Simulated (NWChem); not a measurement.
## Energy and gradient calculation of AlF₄ (charge −1) (part 1 of 2)

System: AlF₄, charge −1, SMILES [F][Al-]([F])([F])[F].
Method: HF/3-21G, RHF (NWChem 7.3.0).

The geometry comes from this level: PBE0-D4/def2-TZVPD.

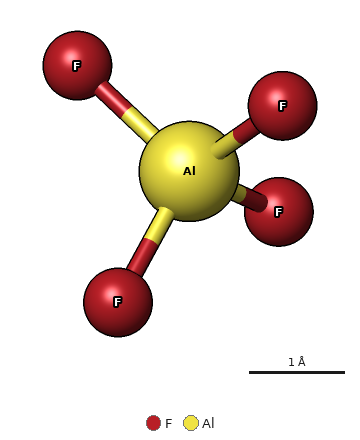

Figure 1. The input geometry (ball-and-stick view, seen at a tilt). Sticks mark near contacts. Bond lengths as drawn: Al–F 1.69 Å.

## Input
```
start alf4
title "AlF4 gradient"
memory 2200 mb
charge -1
geometry noautosym nocenter noautoz
   F       -0.101500      -0.294000       1.660000
   Al       0.000000       0.000000       0.000000
   F       -1.343000       0.895800      -0.496200
   F        0.034500      -1.469900      -0.831000
   F        1.409900       0.868100      -0.332800
end
basis spherical bse
   * library 3-21G
end
scf
   nopen 0
   rhf
   thresh 1e-08
   maxiter 80
end
task scf gradient
```

Run as:
```bash
nwchem alf4.nw > alf4.out
```

## The program's output
```
Northwest Computational Chemistry Package (NWChem) 7.3.0
             --------------------------------------------------------

           Job information
           ---------------

    nwchem branch   = 7.3.0
    use scalapack   = T
    input           = alf4.nw
    prefix          = alf4.
    data base       = ./alf4.db
    status          = startup
    nproc           =        1

           Memory information
           ------------------

    heap     =     72089600 doubles =      550.0 Mbytes
    stack    =     72089597 doubles =      550.0 Mbytes
    global   =    144179200 doubles =     1100.0 Mbytes (distinct from heap & stack)
    total    =    288358397 doubles =     2200.0 Mbytes
    verify   = yes
    hardfail = no

           Directory information
           ---------------------

  0 permanent = .
  0 scratch   = .

                                NWChem Input Module
                                -------------------

                                   AlF4 gradient
                                   -------------

 Scaling coordinates for geometry "geometry" by  1.889725989
 (inverse scale =  0.529177249)

                             Geometry "geometry" -> ""
                             -------------------------

 Output coordinates in angstroms (scale by  1.889725989 to convert to a.u.)

  No.       Tag          Charge          X              Y              Z
 ---- ---------------- ---------- -------------- -------------- --------------
    1 F                    9.0000    -0.10150000    -0.29400000     1.66000000
    2 Al                  13.0000     0.00000000     0.00000000     0.00000000
    3 F                    9.0000    -1.34300000     0.89580000    -0.49620000
    4 F                    9.0000     0.03450000    -1.46990000    -0.83100000
    5 F                    9.0000     1.40990000     0.86810000    -0.33280000

      Atomic Mass
      -----------

      F                 18.998400
      Al                26.981540

 Effective nuclear repulsion energy (a.u.)     239.8905234098

            Nuclear Dipole moment (a.u.)
            ----------------------------
        X                 Y               Z
 ---------------- ---------------- ----------------
    -0.0017007534    -0.0000000000    -0.0000000000

            XYZ format geometry
            -------------------
     5
 geometry
 F                    -0.10150000    -0.29400000     1.66000000
 Al                    0.00000000     0.00000000     0.00000000
 F                    -1.34300000     0.89580000    -0.49620000
 F                     0.03450000    -1.46990000    -0.83100000
 F                     1.40990000     0.86810000    -0.33280000

 ==============================================================================
                                internuclear distances
 ------------------------------------------------------------------------------
       center one      |      center two      | atomic units |  angstroms
 ------------------------------------------------------------------------------
    2 Al               |   1 F                |     3.19153  |     1.68889
    3 F                |   2 Al               |     3.19152  |     1.68888
    4 F                |   2 Al               |     3.19154  |     1.68889
    5 F                |   2 Al               |     3.19144  |     1.68884
 ------------------------------------------------------------------------------
                         number of included internuclear distances:          4
 ==============================================================================

 ==============================================================================
                                 internuclear angles
 ------------------------------------------------------------------------------
        center 1       |       center 2       |       center 3       |  degrees
 ------------------------------------------------------------------------------
    1 F                |   2 Al               |   3 F                |   109.47
    1 F                |   2 Al               |   4 F                |   109.47
    1 F                |   2 Al               |   5 F                |   109.47
    3 F                |   2 Al               |   4 F                |   109.47
    3 F                |   2 Al               |   5 F                |   109.47
    4 F                |   2 Al               |   5 F                |   109.47
 ------------------------------------------------------------------------------
                            number of included internuclear angles:          6
 ==============================================================================

 Summary of "ao basis" -> "" (spherical)
 ------------------------------------------------------------------------------
       Tag                 Description            Shells   Functions and Types
 ---------------- ------------------------------  ------  ---------------------
 *                           3-21G                    on all atoms

                      Basis "ao basis" -> "ao basis" (spherical)
                      -----
  [basis functions not shown]

 Summary of "ao basis" -> "ao basis" (spherical)
 ------------------------------------------------------------------------------
       Tag                 Description            Shells   Functions and Types
 ---------------- ------------------------------  ------  ---------------------
 F                           3-21G                   5        9   3s2p
 Al                          3-21G                   7       13   4s3p

                                 NWChem SCF Module
                                 -----------------

                                   AlF4 gradient

  ao basis        = "ao basis"
  functions       =    49
  atoms           =     5
  closed shells   =    25
  open shells     =     0
  charge          =  -1.00
  wavefunction    = RHF
  input vectors   = atomic
  output vectors  = ./alf4.movecs
  use symmetry    = F
  symmetry adapt  = F

 Summary of "ao basis" -> "ao basis" (spherical)
 ------------------------------------------------------------------------------
       Tag                 Description            Shells   Functions and Types
 ---------------- ------------------------------  ------  ---------------------
 F                           3-21G                   5        9   3s2p
 Al                          3-21G                   7       13   4s3p

 Forming initial guess at       0.0s

      Superposition of Atomic Density Guess
      -------------------------------------

 Sum of atomic energies:        -635.98501800

 Renormalizing density from      49.00 to     50

      Non-variational initial energy
      ------------------------------

 Total energy =    -643.522845
 1-e energy   =   -1395.579407
 2-e energy   =     512.166039
 HOMO         =      -0.284657
 LUMO         =       0.291800

 Starting SCF solution at       0.1s

 ----------------------------------------------
         Quadratically convergent ROHF

 Convergence threshold     :          1.000E-08
 Maximum no. of iterations :           80
 Final Fock-matrix accuracy:          1.000E-10
 ----------------------------------------------

              iter       energy          gnorm     gmax       time
             ----- ------------------- --------- --------- --------
                 1     -636.5490341862  7.84D-01  2.55D-01      0.1
                 2     -636.5880379633  2.87D-01  7.53D-02      0.2
                 3     -636.5908147496  5.11D-03  1.56D-03      0.3
                 4     -636.5908173716  4.81D-06  2.17D-06      0.5
                 5     -636.5908173716  5.66D-10  1.95D-10      0.8

       Final RHF  results
       ------------------

         Total SCF energy =   -636.590817371603
      One-electron energy =  -1383.621841218976
      Two-electron energy =    507.140500437617
 Nuclear repulsion energy =    239.890523409757

        Time for solution =      0.7s

             Final eigenvalues
             -----------------

              1
    1  -57.8728
    2  -25.8677
    3  -25.8671
    4  -25.8671
    5  -25.8671
    6   -4.6726
    7   -2.9793
    8   -2.9793
    9   -2.9793
   10   -1.2991
   11   -1.2797
   12   -1.2797
   13   -1.2797
   14   -0.4635
   15   -0.4092
   16   -0.4092
   17   -0.4092
   18   -0.3686
   19   -0.3686
   20   -0.3659
   21   -0.3659
   22   -0.3659
   23   -0.3513
   24   -0.3513
   25   -0.3513
   26    0.3678
   27    0.4077
   28    0.4077
   29    0.4077
   30    0.7118
   31    0.7564
   32    0.7564
   33    0.7564
   34    2.4257
   35    2.4257

                       ROHF Final Molecular Orbital Analysis
                       -------------------------------------

 Vector   10  Occ=2.000000D+00  E=-1.299126D+00
              MO Center=  6.1D-04,  3.9D-04, -9.9D-05, r^2= 2.9D+00
   Bfn.  Coefficient  Atom+Function         Bfn.  Coefficient  Atom+Function
  ----- ------------  ---------------      ----- ------------  ---------------
     6      0.386775  1 F  s                 28      0.386750  3 F  s
    37      0.386748  4 F  s                 46      0.387133  5 F  s

 Vector   11  Occ=2.000000D+00  E=-1.279667D+00
              MO Center=  9.2D-01,  5.3D-01, -1.9D-01, r^2= 1.9D+00
   Bfn.  Coefficient  Atom+Function         Bfn.  Coefficient  Atom+Function
  ----- ------------  ---------------      ----- ------------  ---------------
    46      0.701367  5 F  s                  6     -0.250382  1 F  s
    37     -0.239780  4 F  s                 41     -0.218350  5 F  s
    28     -0.211825  3 F  s                 42      0.203629  5 F  s

 Vector   12  Occ=2.000000D+00  E=-1.279655D+00
              MO Center= -1.0D-01, -6.3D-01,  6.7D-01, r^2= 2.2D+00
   Bfn.  Coefficient  Atom+Function         Bfn.  Coefficient  Atom+Function
  ----- ------------  ---------------      ----- ------------  ---------------
     6      0.632540  1 F  s                 37     -0.478752  4 F  s
     1     -0.196924  1 F  s                  2      0.183648  1 F  s
    28     -0.165878  3 F  s

 Vector   13  Occ=2.000000D+00  E=-1.279654D+00
              MO Center= -8.2D-01,  9.5D-02, -4.8D-01, r^2= 2.1D+00
   Bfn.  Coefficient  Atom+Function         Bfn.  Coefficient  Atom+Function
  ----- ------------  ---------------      ----- ------------  ---------------
    28      0.648399  3 F  s                 37     -0.453994  4 F  s
    23     -0.201861  3 F  s                 24      0.188253  3 F  s
     6     -0.173176  1 F  s

 Vector   14  Occ=2.000000D+00  E=-4.635183D-01
              MO Center=  1.4D-04,  1.0D-04, -2.7D-05, r^2= 3.2D+00
   Bfn.  Coefficient  Atom+Function         Bfn.  Coefficient  Atom+Function
  ----- ------------  ---------------      ----- ------------  ---------------
    15      0.369179  2 Al s                  9     -0.246414  1 F  pz
     5     -0.222390  1 F  pz                39      0.218193  4 F  py
    47     -0.209348  5 F  px                29      0.199361  3 F  px
    35      0.196920  4 F  py                43     -0.188937  5 F  px
    25      0.179925  3 F  px                11     -0.168577  2 Al s

 Vector   15  Occ=2.000000D+00  E=-4.091772D-01
              MO Center=  2.4D-01,  9.9D-02, -7.0D-02, r^2= 3.1D+00
   Bfn.  Coefficient  Atom+Function         Bfn.  Coefficient  Atom+Function
  ----- ------------  ---------------      ----- ------------  ---------------
    47      0.288655  5 F  px                43      0.259878  5 F  px
    30     -0.221185  3 F  py                26     -0.195568  3 F  py
    38     -0.188471  4 F  px                 7     -0.172672  1 F  px
    16     -0.167764  2 Al px                40      0.167380  4 F  pz
    34     -0.166027  4 F  px                 3     -0.151924  1 F  px
```
